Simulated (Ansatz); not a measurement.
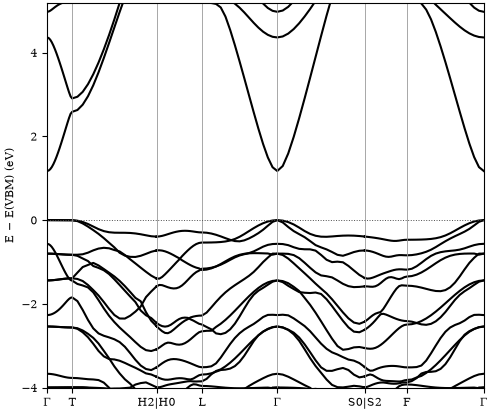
Fig. 1. Band structure from the program Ansatz at the PBEsol level (PAW)

Problem. Read off the gap and where the band edges lie.

Solution. About 1.2 eV (1.17 eV by a search for the band edges); maximum at Γ, minimum at Γ.

Problem. Pick the material that matches.
A. AlInSb2, R3m (Al on 3a, In on 3a, Sb on 3a, Sb on 3a)
B. TePb2S, R-3m (Te on 3b, Pb on 6c, S on 3a)
C. ZnHgS2, R3m (Zn on 3a, Hg on 3a, S on 3a, S on 3a)
D. ZnInGaO4, R3m (Pearson symbol hR7)

Solution. D, ZnInGaO4, R3m (Pearson symbol hR7)

The PBEsol relaxation kept the symmetry of its start. Spin–orbit coupling is left out wherever it is not named.

Potentials: the later of the program's two PAW sets.
